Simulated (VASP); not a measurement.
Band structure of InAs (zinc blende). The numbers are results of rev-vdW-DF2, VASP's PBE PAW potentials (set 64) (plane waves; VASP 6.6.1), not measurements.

Unless said otherwise, spin-orbit coupling is left out, though it shifts the bands of the heavy elements here.

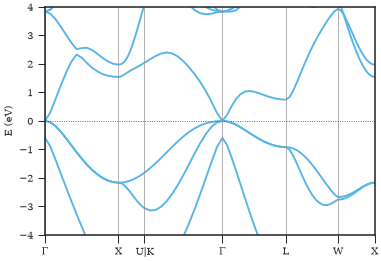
Figure: Bands along high-symmetry lines, zero at the valence-band maximum or, without a gap, the Fermi level

### Question
Read the plot: is there a gap, and where are the band edges?

### Answer
It has no gap at this level: it comes out as a metal or semimetal. (Edges off the drawn lines would not show.)

The compound is InAs in the zinc blende structure. It was relaxed first.
